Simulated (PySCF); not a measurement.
# One shape, several levels: C4H8 (isobutene)

Wanted: a comparison of 5 runs (HF/STO-3G, HF/3-21G, HF/cc-pVDZ, B3LYP/6-31G*, wB97X/cc-pVDZ) of C4H8 (isobutene). 

The results are computed with PySCF 2.14.0.

### 1 Starting point

The species is C4H8 (12 atoms), meant as a singlet with charge 0. As SMILES, `C=C(C)C`. Geometry: relaxed at PBE0-D4/def2-TZVP.

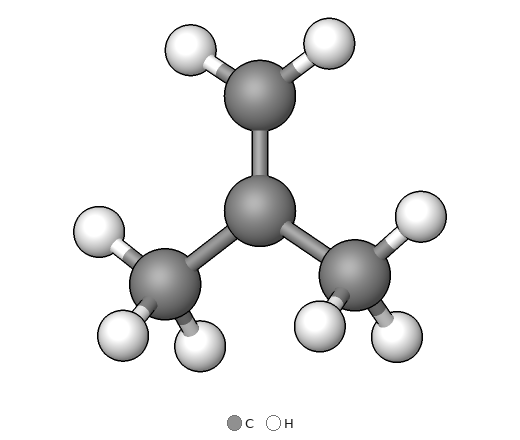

Viewed from a chosen angle; carbon grey, hydrogen white.

### 2 Energy and gradient at HF/STO-3G (run 1)

The input, job.py:

```python
# C=C(C)C
from pyscf import gto, scf

system = gto.Mole()
system.atom = [
    ('C', (-0.574120, 1.411480, -0.250890)),
    ('C', (-0.080110, 0.196690, -0.034980)),
    ('C', (0.052960, -0.375770, 1.340390)),
    ('C', (0.379100, -0.686080, -1.151630)),
    ('H', (-0.665480, 1.815140, -1.253360)),
    ('H', (-0.904100, 2.041770, 0.567700)),
    ('H', (-0.516670, -1.306910, 1.430310)),
    ('H', (-0.299190, 0.318290, 2.104310)),
    ('H', (1.096630, -0.627710, 1.556930)),
    ('H', (-0.178340, -1.628870, -1.155760)),
    ('H', (0.254300, -0.208180, -2.123920)),
    ('H', (1.435040, -0.949860, -1.029100)),
]
system.charge = 0
system.basis = 'sto-3g'
system.max_memory = 1860
system.spin = 0
system.verbose = 3
system.build()

myscf = scf.RHF(system)
myscf.conv_tol = 1e-10
myscf.kernel()
if not myscf.converged:
    myscf = myscf.newton().run(myscf.mo_coeff, myscf.mo_occ)

etot = myscf.e_tot
print(f'total energy: {etot:.8f} hartree')
grad = myscf.nuc_grad_method().kernel()
myscf.analyze()
```

On the command line:

```console
$ OMP_NUM_THREADS=1 python job.py
```

Standard output:

```text
converged SCF energy = -154.243721541879
total energy: -154.24372154 hartree
--------------- RHF gradients ---------------
         x                y                z
0 C    -0.0091267888     0.0226624991    -0.0040174177
1 C     0.0195151053    -0.0481009144     0.0085437330
2 C    -0.0041601655     0.0149726634    -0.0271663937
3 C    -0.0104418215     0.0209443005     0.0207844895
4 H     0.0003325141    -0.0000242964    -0.0043351348
5 H    -0.0007963927     0.0010273174     0.0041524047
6 H    -0.0020386723    -0.0057734493     0.0003457076
7 H    -0.0016285937     0.0031600214     0.0038059824
8 H     0.0054765985    -0.0026164678     0.0009418273
9 H    -0.0020697763    -0.0057563344     0.0005499472
10 H    -0.0005095120     0.0020956594    -0.0047443078
11 H     0.0054475051    -0.0025909992     0.0011391623
----------------------------------------------
**** MO energy ****
MO #1   energy= -11.0401996465408  occ= 2
MO #2   energy= -11.0401374754635  occ= 2
MO #3   energy= -11.0316704482645  occ= 2
MO #4   energy= -10.9974142068907  occ= 2
MO #5   energy= -1.04211366882094  occ= 2
MO #6   energy= -0.900840273537999 occ= 2
MO #7   energy= -0.879375706587464 occ= 2
MO #8   energy= -0.674562627316349 occ= 2
MO #9   energy= -0.582319459801332 occ= 2
MO #10  energy= -0.571387629015935 occ= 2
MO #11  energy= -0.558766824023037 occ= 2
MO #12  energy= -0.504838676203391 occ= 2
MO #13  energy= -0.486698276767803 occ= 2
MO #14  energy= -0.466056393066135 occ= 2
MO #15  energy= -0.431733715968686 occ= 2
MO #16  energy= -0.294203844928664 occ= 2
MO #17  energy= 0.322367038568325  occ= 0
MO #18  energy= 0.615115851131906  occ= 0
MO #19  energy= 0.641710974394181  occ= 0
MO #20  energy= 0.695125405612226  occ= 0
MO #21  energy= 0.701280254624392  occ= 0
MO #22  energy= 0.718794686026384  occ= 0
MO #23  energy= 0.735301650926997  occ= 0
MO #24  energy= 0.751979719037858  occ= 0
MO #25  energy= 0.755207711787853  occ= 0
MO #26  energy= 0.764982626228726  occ= 0
MO #27  energy= 0.952900914667657  occ= 0
MO #28  energy= 1.06218309965267   occ= 0
 ** Mulliken atomic charges  **
charge of    0C =     -0.10925
charge of    1C =      0.03727
charge of    2C =     -0.10529
charge of    3C =     -0.10529
charge of    4H =      0.03104
charge of    5H =      0.03104
charge of    6H =      0.03648
charge of    7H =      0.03729
charge of    8H =      0.03648
charge of    9H =      0.03648
charge of   10H =      0.03729
charge of   11H =      0.03648
Dipole moment(X, Y, Z, Debye):  0.15053, -0.37068,  0.06586
```

Run time: 2.3 s. Hardware: 1 thread of Intel Xeon at 2.50GHz (Skylake/Cascade Lake), shared host; peak memory 0.12 GiB.

### 3 Energy and forces at HF/3-21G (run 2)

The input, calc.py:

```python
# C=C(C)C
import pyscf.grad
from pyscf import gto

mol = gto.Mole()
mol.atom = [
    ('C', (-0.574120, 1.411480, -0.250890)),
    ('C', (-0.080110, 0.196690, -0.034980)),
    ('C', (0.052960, -0.375770, 1.340390)),
    ('C', (0.379100, -0.686080, -1.151630)),
    ('H', (-0.665480, 1.815140, -1.253360)),
    ('H', (-0.904100, 2.041770, 0.567700)),
    ('H', (-0.516670, -1.306910, 1.430310)),
    ('H', (-0.299190, 0.318290, 2.104310)),
    ('H', (1.096630, -0.627710, 1.556930)),
    ('H', (-0.178340, -1.628870, -1.155760)),
    ('H', (0.254300, -0.208180, -2.123920)),
    ('H', (1.435040, -0.949860, -1.029100)),
]
mol.verbose = 4
mol.basis = '3-21g'
mol.max_memory = 1860
mol.build()

calc0 = mol.RHF()
calc0.conv_tol = 1e-10
calc0.kernel()
if not calc0.converged:
    calc0 = calc0.newton().run(calc0.mo_coeff, calc0.mo_occ)

e_final = calc0.e_tot
print('Final energy', e_final)
grad = calc0.Gradients().kernel()
calc0.analyze()
```

On the command line:

```console
$ OMP_NUM_THREADS=1 python calc.py
```

Standard output:

```text
PySCF version 2.14.0

[... 81 lines left out ...]
Nuclear Repulsion Energy =             120.176034569319000
[... 9 lines left out ...]
MO #4   energy= -11.1513393013836  occ= 2
[... 7 lines left out ...]
MO #12  energy= -0.533787998038371 occ= 2
[... 7 lines left out ...]
MO #20  energy= 0.324135536964567  occ= 0
[... 7 lines left out ...]
MO #28  energy= 0.619010469072031  occ= 0
[... 7 lines left out ...]
MO #36  energy= 1.13660456639628   occ= 0
[... 7 lines left out ...]
MO #44  energy= 1.36657008534093   occ= 0
[... 7 lines left out ...]
MO #52  energy= 2.31349004270531   occ= 0
[... 67 lines left out ...]
Dipole moment(X, Y, Z, Debye):  0.18356, -0.45236,  0.08035
```

It took 4.5 s on 1 thread of Intel Xeon at 2.50GHz (Skylake/Cascade Lake), shared host; peak memory 0.13 GiB.

Runs 3 to 4 aren't shown in full; the table further down has their settings and results.

### 4 Energy and forces at wB97X/cc-pVDZ (run 5)

The input, input.xyz:

```xyz
12

C     -0.574120     1.411480    -0.250890
C     -0.080110     0.196690    -0.034980
C      0.052960    -0.375770     1.340390
C      0.379100    -0.686080    -1.151630
H     -0.665480     1.815140    -1.253360
H     -0.904100     2.041770     0.567700
H     -0.516670    -1.306910     1.430310
H     -0.299190     0.318290     2.104310
H      1.096630    -0.627710     1.556930
H     -0.178340    -1.628870    -1.155760
H      0.254300    -0.208180    -2.123920
H      1.435040    -0.949860    -1.029100
```

The input, input.py:

```python
from pyscf import gto, dft

molecule = gto.Mole()
molecule.atom = 'input.xyz'
molecule.max_memory = 1860
molecule.basis = 'cc-pvdz'
molecule.verbose = 4
molecule.build()

myscf = dft.RKS(molecule)
myscf.xc = 'wb97x'
myscf.conv_tol = 1e-10
myscf.grids.level = 5
myscf.kernel()
if not myscf.converged:
    myscf = myscf.newton().run(myscf.mo_coeff, myscf.mo_occ)

e_final = myscf.e_tot
print('E = %.10f Eh' % e_final)
grad = myscf.nuc_grad_method().kernel()
dip = myscf.dip_moment()
pop, q = myscf.mulliken_pop()
```

On the command line:

```console
$ OMP_NUM_THREADS=1 python input.py
```

Standard output:

```text
PySCF version 2.14.0

[... 79 lines left out ...]
converged SCF energy = -157.18476701773
[... 13 lines left out ...]
Dipole moment(X, Y, Z, Debye):  0.21971, -0.54087,  0.09610
[... 109 lines left out ...]
charge of   11H =      0.03723
```

Run time: 2.1 min. Hardware: 1 thread of Intel Xeon at 2.50GHz (Skylake/Cascade Lake), shared host; peak memory 0.97 GiB.

### 5 Overview of the runs

```csv
run,level,integration grid,energy (Eh),dipole moment (D),HOMO energy (eV),LUMO energy (eV),wall time
1,HF/STO-3G,–,-154.243722,0.41,-8.01,8.77,2.3 s
2,HF/3-21G,–,-155.246150,0.49,-9.37,5.23,4.5 s
3,HF/cc-pVDZ,–,-156.123983,0.55,-9.39,4.87,20 s
4,B3LYP/6-31G* (spherical functions),5,-157.223821,0.52,-6.52,0.90,49 s
5,wB97X/cc-pVDZ,5,-157.184767,0.59,-9.28,3.12,2.1 min
```

### 6 Results

| quantity | value |
| --- | --- |
| run 5: total energy | -157.18477 Eh |
| run 5: dipole moment | 0.59 D |
| run 5: HOMO energy | -9.28 eV |
| run 5: LUMO energy | 3.12 eV |
| run 5: HOMO–LUMO gap | 12.40 eV |
| run 5: largest force on an atom | 0.338 eV/Å |

**Reading.** The dipole moment (its size) runs from 0.41 D (HF/STO-3G) to 0.59 D (wB97X/cc-pVDZ). The two ends differ in method and basis. The HOMO–LUMO gap runs from 7.43 eV (B3LYP/6-31G*) to 16.78 eV (HF/STO-3G). Totals of different functionals can't be ranked against each other. In run 1 the basis is minimal, so the values are rough. All runs together took 3.4 min, the longest 2.1 min.
